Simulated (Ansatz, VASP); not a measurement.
# MgB: VASP beside Ansatz

One calculation is typed for both programs; each brings its own data sets and cutoff. How far apart do they land? The cell is invented: As first built, before any earlier steps moved the atoms: it takes the MgAl structure with some of its atoms replaced by other elements, volume scaled by an estimate. It may not be a known or stable phase. The cell comes out of the VASP series on this material, whose earlier steps may have relaxed, scaled or displaced it; both programs get it as it stands.

Main program and level: Ansatz 0.2.0; plane waves, with VASP 6.6.1 beside it; band structure at PBE, band structure at PBEsol and band structure at r2SCAN.

## Step 1: Set-up

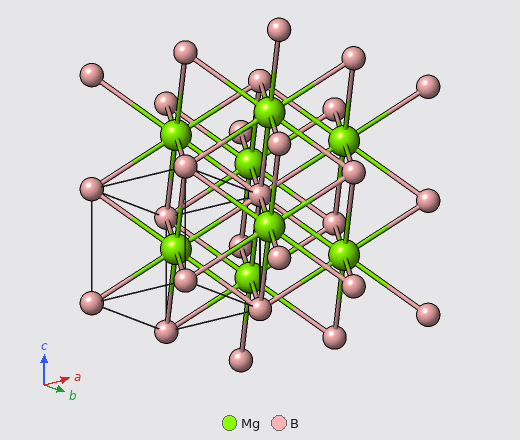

The cell as given, from a free direction (magnesium green, boron pink). 2×2×2 cells are drawn. Some periodic images of atoms are drawn too.

Coordinates:

```cif
data_structure
_symmetry_space_group_name_H-M 'Pm-3m'
_symmetry_Int_Tables_number 221
_cell_length_a 2.8942
_cell_length_b 2.8942
_cell_length_c 2.8942
_cell_angle_alpha 90.000
_cell_angle_beta 90.000
_cell_angle_gamma 90.000
_cell_volume 24.24
loop_
_atom_site_label
_atom_site_type_symbol
_atom_site_symmetry_multiplicity
_atom_site_Wyckoff_symbol
_atom_site_fract_x
_atom_site_fract_y
_atom_site_fract_z
_atom_site_occupancy
Mg1 Mg 1 b 0.50000 0.50000 0.50000 1
B1 B 1 a 0.00000 0.00000 0.00000 1
```

## Step 2: VASP: band structure, PBE

The same path points are solved in both programs, so levels can be compared one by one.

Lines of VASP's logs that name or quote its potential files are left out, and so is its time.

File INCAR:

```
SYSTEM = MgB
PREC = Accurate
ENCUT = 420
EDIFF = 1E-06
NELM = 100
ISMEAR = 0
SIGMA = 0.02
LREAL = .FALSE.
ALGO = Normal
GGA = PE
LORBIT = 11
LWAVE = .FALSE.
LCHARG = .FALSE.
KPAR = 4
```

File POSCAR:

```
MgB
1.0
    2.8941936783      0.0000000000      0.0000000000
    0.0000000000      2.8941936783      0.0000000000
    0.0000000000      0.0000000000      2.8941936783
Mg B
1 1
Direct
    0.5000000000      0.5000000000      0.5000000000
    0.0000000000      0.0000000000      0.0000000000
```

File KPOINTS:

```
Automatic mesh
0
Gamma
5 5 5
0 0 0
```

File KPOINTS_OPT:

```
Line mode
16
Line-mode
Reciprocal
  0.00000000   0.00000000   0.00000000 GAMMA
  0.00000000   0.50000000   0.00000000 X

  0.00000000   0.50000000   0.00000000 X
  0.50000000   0.50000000   0.00000000 M

  0.50000000   0.50000000   0.00000000 M
  0.00000000   0.00000000   0.00000000 GAMMA

  0.00000000   0.00000000   0.00000000 GAMMA
  0.50000000   0.50000000   0.50000000 R

  0.50000000   0.50000000   0.50000000 R
  0.00000000   0.50000000   0.00000000 X

  0.50000000   0.50000000   0.00000000 M
  0.50000000   0.50000000   0.50000000 R
```

The projector-augmented-wave data sets are Mg and B (PBE family, release 64).

Run with:

```bash
> mpirun -np 4 vasp_std
```

Numbers of over 12 decimals in the logs are rounded to 6 here.

The log of the run:

```text
[banner, memory and clock lines left out]
running    4 mpi-ranks, on    1 nodes
 distrk:  each k-point on    1 cores,    4 groups
 distr:  one band on    1 cores,    1 groups

 POSCAR found type information on POSCAR MgB
 POSCAR found :  2 types and       2 ions
 LDA part: xc-table for (Slater+PW92), standard interpolation
 POSCAR, INCAR and KPOINTS ok, starting setup
 FFT: planning ... GRIDC
 FFT: planning ... GRID_SOFT
 FFT: planning ... GRID
 WAVECAR not read
 entering main loop
       N       E                     dE             d eps       ncg     rms          rms(c)
DAV:   1    -0.712636274990E+00   -0.71264E+00   -0.15361E+03   120   0.513E+02
DAV:   2    -0.664575296739E+01   -0.59331E+01   -0.55158E+01   162   0.519E+01
DAV:   3    -0.672916375014E+01   -0.83411E-01   -0.83411E-01   162   0.781E+00
DAV:   4    -0.672965245536E+01   -0.48871E-03   -0.48871E-03   174   0.494E-01
DAV:   5    -0.672965712788E+01   -0.46725E-05   -0.46722E-05   162   0.198E-02    0.182E+00
DAV:   6    -0.657435650385E+01    0.15530E+00   -0.23552E-01   126   0.272E+00    0.978E-01
DAV:   7    -0.653205879436E+01    0.42298E-01   -0.14258E-01   126   0.212E+00    0.323E-01
DAV:   8    -0.653007795419E+01    0.19808E-02   -0.23749E-03   132   0.592E-01    0.291E-02
DAV:   9    -0.653006975600E+01    0.81982E-05   -0.12191E-05   192   0.317E-02    0.185E-02
DAV:  10    -0.653007087382E+01   -0.11178E-05   -0.34463E-07   138   0.706E-03    0.690E-04
DAV:  11    -0.653007084473E+01    0.29094E-07   -0.25790E-08    90   0.127E-03
   1 F= -.65300708E+01 E0= -.65296049E+01  d E =-.931948E-03
 Start KPOINTS_OPT (optional k-point list driver)
k-point batch [1-10\96]
       N       E                     dE             ncg
DAV:   1     0.916805196548E+02   -0.20877E+03      120
DAV:   2     0.192084852419E+02   -0.72472E+02      174
DAV:   3     0.182343242066E+02   -0.97416E+00      150
DAV:   4     0.182324964369E+02   -0.18278E-02      186
DAV:   5     0.182324953900E+02   -0.10469E-05      132
DAV:   6     0.182324953840E+02   -0.60245E-08      162
[...]
k-point batch [91-96\96]
       N       E                     dE             ncg
DAV:   1     0.888535363010E+03   -0.12536E+04       72
DAV:   2     0.861503525249E+03   -0.27032E+02       84
DAV:   3     0.860761447453E+03   -0.74208E+00       84
DAV:   4     0.860759379889E+03   -0.20676E-02      102
DAV:   5     0.860759375300E+03   -0.45882E-05       78
DAV:   6     0.860759375294E+03   -0.61902E-08       78
```

OUTCAR, selected parts (step 2):

```text
ion  position               nearest neighbor table
   1  0.500  0.500  0.500-   2 2.51   2 2.51   2 2.51   2 2.51   2 2.51   2 2.51   2 2.51   2 2.51

  LATTYP: Found a simple cubic cell.
 ALAT       =     2.8941936783

 Subroutine GETGRP returns: Found 48 space group operations
 (whereof 48 operations were pure point group operations)

The static configuration has the point symmetry O_h .

 Found     10 irreducible k-points:

   k-points           NKPTS =     10   k-points in BZ     NKDIM =     10   number of bands    NBANDS=      6

   dimension x,y,z NGX =    20 NGY =   20 NGZ =   20
   dimension x,y,z NGXF=    40 NGYF=   40 NGZF=   40

   ENCUT  =  420.0 eV  30.87 Ry    5.56 a.u.   4.84  4.84  4.84*2*pi/ulx,y,z

   NELECT =       5.0000    total number of electrons

 k-points in reciprocal lattice and weights: Automatic mesh
   0.00000000  0.00000000  0.00000000       0.008
   0.20000000  0.00000000  0.00000000       0.048
   0.40000000  0.00000000  0.00000000       0.048
   0.20000000  0.20000000  0.00000000       0.096
   0.40000000  0.20000000  0.00000000       0.192
   0.40000000  0.40000000  0.00000000       0.096
   0.20000000  0.20000000  0.20000000       0.064
   0.40000000  0.20000000  0.20000000       0.192
   0.40000000  0.40000000  0.20000000       0.192
   0.40000000  0.40000000  0.40000000       0.064

 average (electrostatic) potential at core
       1 -36.4301       2 -28.5793

 E-fermi :   4.6269

 k-point     1 :       0.0000    0.0000    0.0000
  band No.  band energies     occupation
      1      -6.1525      2.00000
      2       7.1260      0.00000
      3       7.1260      0.00000
      4       7.1260      0.00000
      5      11.6402      0.00000
      6      11.6402      0.00000

 k-point     2 :       0.2000    0.0000    0.0000
  band No.  band energies     occupation
      1      -5.5251      2.00000
      2       3.7975      2.00000
      3       7.4680      0.00000
      4       7.4680      0.00000
      5      12.3469      0.00000
      6      13.4685      0.00000

 k-point     3 :       0.4000    0.0000    0.0000
  band No.  band energies     occupation
      1      -3.7702      2.00000
      2      -0.1163      2.00000
      3       8.1444      0.00000
      4       8.1444      0.00000
      5      14.4237      0.00000
      6      14.7792      0.00000

  Total        0.0624505      0.0624505      0.0624505     -0.0000000     -0.0000000     -0.0000000
  in kB        4.1272751      4.1272751      4.1272751     -0.0000000     -0.0000000     -0.0000000
  external PRESSURE =       4.1272751 kB  Pullay stress =       0.0000000 kB

  energy-cutoff  :      420.00
  volume of cell :       24.24
      direct lattice vectors                 reciprocal lattice vectors
     2.894193678  0.000000000  0.000000000     0.345519378  0.000000000  0.000000000
     0.000000000  2.894193678  0.000000000     0.000000000  0.345519378  0.000000000
     0.000000000  0.000000000  2.894193678     0.000000000  0.000000000  0.345519378

 POSITION                                       TOTAL-FORCE (eV/Angst)
 -----------------------------------------------------------------------------------
      1.44710      1.44710      1.44710         0.000000      0.000000      0.000000
      0.00000      0.00000      0.00000         0.000000      0.000000      0.000000
 -----------------------------------------------------------------------------------
    total drift:                               -0.000000      0.000000     -0.000000

  FREE ENERGIE OF THE ION-ELECTRON SYSTEM (eV)
  ---------------------------------------------------
  free  energy   TOTEN  =        -6.5300708447 eV

  energy  without entropy=       -6.5291388966  energy(sigma->0) =       -6.52960487

 total charge
# of ion       s       p       d       tot
------------------------------------------
    1        0.171   0.185   0.050   0.406
    2        0.753   0.843   0.000   1.596
--------------------------------------------------
tot          0.924   1.029   0.050   2.002

[... 3 further parts left out ...]
```

The run ends at a pressure of 0.41 GPa.

## Step 3: Ansatz: band structure, PBE

Ansatz runs on its default PAW (the set named soft_2) files.

The same cell, functional, mesh and smearing now go to Ansatz, which takes its cutoff from its data sets.

File input.yaml:

```yaml
crystal:
  lattice:
    - [2.8941936783, 0.0, 0.0]
    - [0.0, 2.8941936783, 0.0]
    - [0.0, 0.0, 2.8941936783]
  atoms:
    - { symbol: Mg, position: [0.5, 0.5, 0.5] }
    - { symbol: B, position: [0.0, 0.0, 0.0] }
hamiltonian:
  xc: pbe
  pseudopotentials: { kind: paw }
kpoints:
  mp_grid: { grid: [5, 5, 5] }
  band_path:
    path:
      - [0.0, 0.0, 0.0]
      - [0.0, 0.1, 0.0]
      - [0.0, 0.2, 0.0]
      - [0.0, 0.3, 0.0]
      - [0.0, 0.43333, 0.0]
      - [0.0, 0.5, 0.0]
      - [0.1, 0.5, 0.0]
      - [0.2, 0.5, 0.0]
      - [0.33333, 0.5, 0.0]
      - [0.43333, 0.5, 0.0]
      - [0.5, 0.5, 0.0]
      - [0.36667, 0.36667, 0.0]
      - [0.26667, 0.26667, 0.0]
      - [0.16667, 0.16667, 0.0]
      - [0.06667, 0.06667, 0.0]
      - [0.03333, 0.03333, 0.03333]
      - [0.13333, 0.13333, 0.13333]
      - [0.23333, 0.23333, 0.23333]
      - [0.33333, 0.33333, 0.33333]
      - [0.46667, 0.46667, 0.46667]
      - [0.46667, 0.5, 0.46667]
      - [0.36667, 0.5, 0.36667]
      - [0.23333, 0.5, 0.23333]
      - [0.13333, 0.5, 0.13333]
      - [0.03333, 0.5, 0.03333]
      - [0.5, 0.5, 0.03333]
      - [0.5, 0.5, 0.16667]
      - [0.5, 0.5, 0.26667]
      - [0.5, 0.5, 0.36667]
      - [0.5, 0.5, 0.5]
    npoints: 1
scf:
  occupations: { method: gaussian, width: 0.02 }
  n_extra_bands: 7
output:
  forces: true
  stress: true
  eigenvalues: true
```

Run with:

```bash
> ansatz run input.yaml --threads 2 --pin off --max-ram 4608MiB --backend cpu --events-out ev --progress --plain --runs-dir out
```

The log of the run:

```text
scf.n_extra_bands = 7 over 7 filled bands (N_el = 13.0): the run solves 14 bands
Engine: ansatz 0.2.0, aarch64-unknown-linux-gnu
Pseudopotentials: kind: paw
Pseudopotential: Mg, paw, valence charge 10, recommended cutoff 420 eV (normal), Mg.paw.azcp
Pseudopotential: B, paw, valence charge 3, recommended cutoff 420 eV (normal), B.paw.azcp
Functional definition: PBE
  parameter kappa = 0.804
  parameter beta = 0.066725
  exchange = pbe_x(kappa = kappa, mu = beta*pi^2/3)
  correlation = pbe_c(beta = beta)
Crystal: 2 atoms, lattice volume = 24.243 Å³
Basis set: ecut = 420 eV, 461 PW (Γ), exchange–correlation on 40×40×40 points (8 copies of the dense FFT grid, shifted against one another)
Bands: 14, of which v1, the nominal top of the filled ones, is band 7 counted from 1 (6 counted from 0)
Symmetry: 48 space group operations
Space group: Pm-3m (ITA 221), of the structure as read, at distance tolerance 2.9e-5 Å
k-points: 10 of 125
Non-local potential: Mg, projectors of the file, l = 0: 3, l = 1: 2, l = 2: 1
Non-local potential: B, projectors of the file, l = 0: 2, l = 1: 2, l = 2: 1
PAW form: soft (Blöchl's): semilocal exchange-correlation on the pseudo side does not see the compensation charge
PAW one-centre angular grid: Mg, 110 points (default); XC on 64 Gauss nodes
PAW one-centre angular grid: B, 110 points (default); XC on 64 Gauss nodes
Initial density: superposition of atomic densities (neutral atoms: chi_scale 0, normalization atom), corrected by the library's trained network
Initial wavefunctions: pseudopotential atomic-orbital guess
Functional: x = pbe(κ = 0.804, μ = 0.219515), c = pbe(β = 0.066725)
SCF iter   1: F=—  HF=-2078.023116 eV  |F-HF|=—  |Δ(HF+E_count)|=         —  Δρ=1.63e-3  dr2=9.46e-4  ethr=1.77e-3  ⟨swp⟩=6.0  Hψ=795  notcnv=0  defer=1
preconditioner: auto → none  [insulator: Δε(μ)=0.149 eV  Ē_g=14.545 eV  σ=0.020 eV  W_gap=0.71  n_scr=6 (ndim 8)  ℏωp=16.9 eV  f_vac=0.000  D(μ)=4.66/eV (n_scr^D=80)  ε∞_Penn≈2.3]
SCF iter   2: F=—  HF=-2078.022939 eV  |F-HF|=—  |Δ(HF+E_count)|=   1.77e-4  Δρ=3.68e-4  dr2=2.97e-5  ethr=7.28e-6  ⟨swp⟩=2.8  Hψ=307  notcnv=0  defer=27
SCF iter   3: F=—  HF=-2078.022996 eV  |F-HF|=—  |Δ(HF+E_count)|=   5.67e-5  Δρ=1.33e-4  dr2=1.47e-6  ethr=2.29e-7  ⟨swp⟩=1.9  Hψ=129  notcnv=0  defer=27
iter 4 did not close the SCF: its close was put off for the readings that it lacked (scf_convergence_deferred on its scf_iter line)
SCF iter   4: F=-2078.023001 eV  HF=-2078.023001 eV  |F-HF|=2.22e-8  |Δ(HF+E_count)|=   5.84e-6  Δρ=1.53e-5  dr2=2.01e-8  ethr=1.13e-8  ⟨swp⟩=2.0  Hψ=177  notcnv=0  defer=27
iter 5 did not close the SCF: its close was put off for the readings that it lacked (scf_convergence_deferred on its scf_iter line)
SCF iter   5: F=-2078.023002 eV  HF=-2078.023002 eV  |F-HF|=5.86e-10  |Δ(HF+E_count)|=   2.74e-8  Δρ=2.41e-6  dr2=7.19e-10  ethr=1.55e-10  ⟨swp⟩=2.0  Hψ=173  notcnv=0  defer=27
SCF iter   6: F=-2078.023002 eV  HF=-2078.023002 eV  |F-HF|=1.64e-11  |Δ(HF+E_count)|=  6.40e-10  Δρ=3.15e-7  dr2=1.07e-11  ethr=5.53e-12  ⟨swp⟩=4.0  Hψ=550  notcnv=0
SCF 1 converged in 6 iterations: F = -2078.023002 eV  dr2 = 1.07e-11
  greatest PAW one-centre occupation: 1.000 electrons in one spin orbital (limit 2), on the Mg atom at site 0 (counted from 0), in its partial waves of l = 0
NSCF: frozen V_eff on 30 k-points
SCF converged after 6 iterations
Free energy (F): -2078.023002 eV
Harris-Foulkes:  -2078.023002 eV  (|F-HF|=1.64e-11)
Internal energy: -2078.022070 eV  (E = F + TS)
E sigma→0 (E₀):  -2078.022536 eV
Entropy (-TS):   -0.000932 eV (-0.466 meV/atom)
Fermi energy:    8.425310 eV
--- Per-component energies (eV) ---
  E_band       = -313.881383
  E_kinetic    = 118.598707
  E_local      = -1534.024722  (includes V_loc(G=0)·N_el)
  E_nonlocal   = 108.371579
  E_hartree    = 548.112718
  E_xc         = -59.938375
  E_vxc        = -74.046844  (∫ρ·V_xc dr)
  E_paw        = -370.091572  (= ΣΔE_a)
  E_vpaw       = -29.005503  (= ΣTr[D̂ρ^β])
  E_aug_tail   = -0.000003  (compensation charges beyond the density's cutoff)
  E_ewald      = -889.050401
  E_smearing   = -0.000932  (= −TS)
  E_closure    = 0.000000  (closes the sum)
  Σ components = -2078.023002   (vs F -2078.023002, Δ=0.00e0)
--- Forces (eV/Å), atoms counted from 1 ---
  atom   1  Mg     0.00000000    -0.00000000    -0.00000000
  atom   2  B     -0.00000000     0.00000000     0.00000000
  max |Σ_I F_I| component: 1.84e-29 eV/Å
--- Stress (GPa, compression-positive) ---
        0.615970      -0.000000       0.000000
       -0.000000       0.615970       0.000000
        0.000000       0.000000       0.615970
  P = ⅓ Tr σ = 0.6160 GPa (6.160 kbar)
--- Band table (eV; the first three rows and the last of 10) ---
  k-point 0: bands = [... 3 lower, -33.4973, -2.3502, 10.9222, 10.9222, 10.9222, 15.4406, 15.4406, 17.3803, ... 3 higher]
  k-point 1: bands = [... 3 lower, -33.4957, -1.7190, 7.5989, 11.2642, 11.2642, 16.1457, 17.2614, 19.4038, ... 3 higher]
  k-point 2: bands = [... 3 lower, -33.4930, 0.0432, 3.6886, 11.9411, 11.9411, 18.2185, 18.5730, 20.4074, ... 3 higher]
  k-point 9: bands = [... 3 lower, -33.5338, 4.3333, 7.1136, 7.1136, 8.2485, 13.3302, 13.3302, 13.3711, ... 3 higher]
```

It took 0.62 s on 2 threads of Arm Neoverse V2, shared host; peak memory 0.23 GiB.

In the SCF lines HF is the Harris–Foulkes energy and dr2 the Hartree energy of the density residual, in eV; the loop may stop once dr2 is under the threshold and the program's other checks hold. Hψ counts applications of the Hamiltonian.

## Step 4: Side by side

Known differences besides the PAW data sets themselves: the data sets hold 13 valence electrons in Ansatz (default PAW (the set named soft_2) files) and 5 in VASP; VASP leaves aspherical gradient terms in its spheres out (LASPH is not set), Ansatz keeps them. Total energies have different zeros and are not compared.

Compared:

```tsv
quantity	Ansatz	VASP	difference
pressure (GPa)	0.62	0.41	+0.20
```

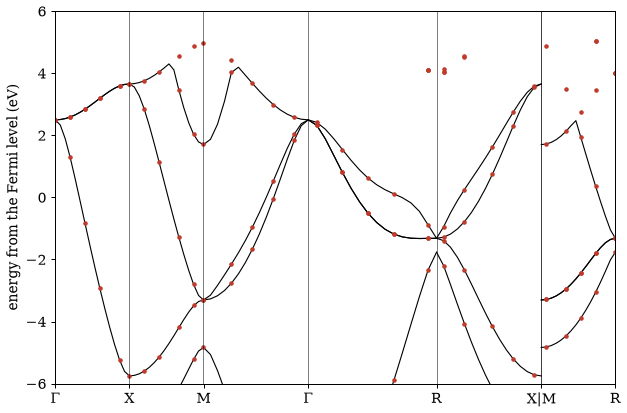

Bands from VASP (lines) and levels from Ansatz (dots). Dots without a line are higher empty bands that the VASP plot leaves out.

Levels from 3 eV below to 2 eV above the Fermi level differ by 4 meV r.m.s. and 10 meV at most; each VASP level is matched to the nearest of Ansatz, which flatters the figure a little. Ansatz's pressure holds a Pulay correction of 0.09 GPa; VASP's holds none.

## Step 5: VASP: band structure, PBEsol

Levels along a path test the potential and the projectors away from the mesh points.

Edit INCAR of step 2 so:

```diff
@@ -9,3 +9,3 @@
 ALGO = Normal
-GGA = PE
+GGA = PS
 LORBIT = 11
```

POSCAR is that of step 2.

KPOINTS is that of step 2.

KPOINTS_OPT is that of step 2.

Run with:

```bash
> mpirun -np 4 vasp_std
```

The log of the run:

```text
[banner, memory and clock lines left out]
running    4 mpi-ranks, on    1 nodes
[...]
|                                                                             |
|               ----> ADVICE to this user running VASP <----                  |
|                                                                             |
|     You enforced a specific xc type in the INCAR file but a different       |
|     [... a line on the potential file left out ...]
|     I HOPE YOU KNOW WHAT YOU ARE DOING!                                     |
|                                                                             |

 LDA part: xc-table for (Slater+PW92), standard interpolation
 POSCAR, INCAR and KPOINTS ok, starting setup
[...]
entering main loop
       N       E                     dE             d eps       ncg     rms          rms(c)
DAV:   1    -0.127305626828E+01   -0.12731E+01   -0.15381E+03   120   0.514E+02
DAV:   2    -0.717221410789E+01   -0.58992E+01   -0.54859E+01   162   0.518E+01
DAV:   3    -0.725433885738E+01   -0.82125E-01   -0.82125E-01   156   0.776E+00
DAV:   4    -0.725484031385E+01   -0.50146E-03   -0.50146E-03   180   0.530E-01
[...]
DAV:   9    -0.708187478679E+01    0.96094E-05   -0.15900E-05   156   0.312E-02    0.159E-02
DAV:  10    -0.708187585344E+01   -0.10667E-05   -0.34164E-07   150   0.670E-03    0.907E-04
DAV:  11    -0.708187580014E+01    0.53297E-07   -0.46922E-08   108   0.147E-03
   1 F= -.70818758E+01 E0= -.70814098E+01  d E =-.931948E-03
 Start KPOINTS_OPT (optional k-point list driver)
k-point batch [1-10\96]
       N       E                     dE             ncg
DAV:   1     0.896219880458E+02   -0.21083E+03      120
DAV:   2     0.173160560194E+02   -0.72306E+02      174
DAV:   3     0.163373166481E+02   -0.97874E+00      150
DAV:   4     0.163355062257E+02   -0.18104E-02      192
DAV:   5     0.163355052291E+02   -0.99660E-06      126
[...]
k-point batch [91-96\96]
       N       E                     dE             ncg
DAV:   1     0.887993421920E+03   -0.12541E+04       72
DAV:   2     0.860871802338E+03   -0.27122E+02       84
DAV:   3     0.860122374628E+03   -0.74943E+00       84
DAV:   4     0.860120284329E+03   -0.20903E-02      102
DAV:   5     0.860120279728E+03   -0.46002E-05       78
DAV:   6     0.860120279722E+03   -0.65347E-08       78
```

Parts of OUTCAR (step 5):

```text
  Total       -0.1966015     -0.1966015     -0.1966015     -0.0000000      0.0000000      0.0000000
  in kB      -12.9931568    -12.9931568    -12.9931568     -0.0000000      0.0000000      0.0000000
  external PRESSURE =     -12.9931568 kB  Pullay stress =       0.0000000 kB

  FREE ENERGIE OF THE ION-ELECTRON SYSTEM (eV)
  ---------------------------------------------------
  free  energy   TOTEN  =        -7.0818758001 eV

  energy  without entropy=       -7.0809438520  energy(sigma->0) =       -7.08140983

[... 3 parts as in an earlier step ...]

[... 1 further part left out ...]
[key lines of the parts left out:]
E-fermi :   4.5896
```

The run ends at a pressure of -1.30 GPa.

(Continued in part 2 of 2.)

[Lines on the potential files, build, host, timing and source positions are cut from VASP's logs without a mark.]

[Logs are printed without paths, hosts, clocks, repeated set-up lines and the standing remarks that a program may print on its own settings, such as how far it seeks lower states.]

[Hosts, paths, dates, database ids (printed as entryN), source tags and the programs' standing remarks are cut or masked in the printed files.]
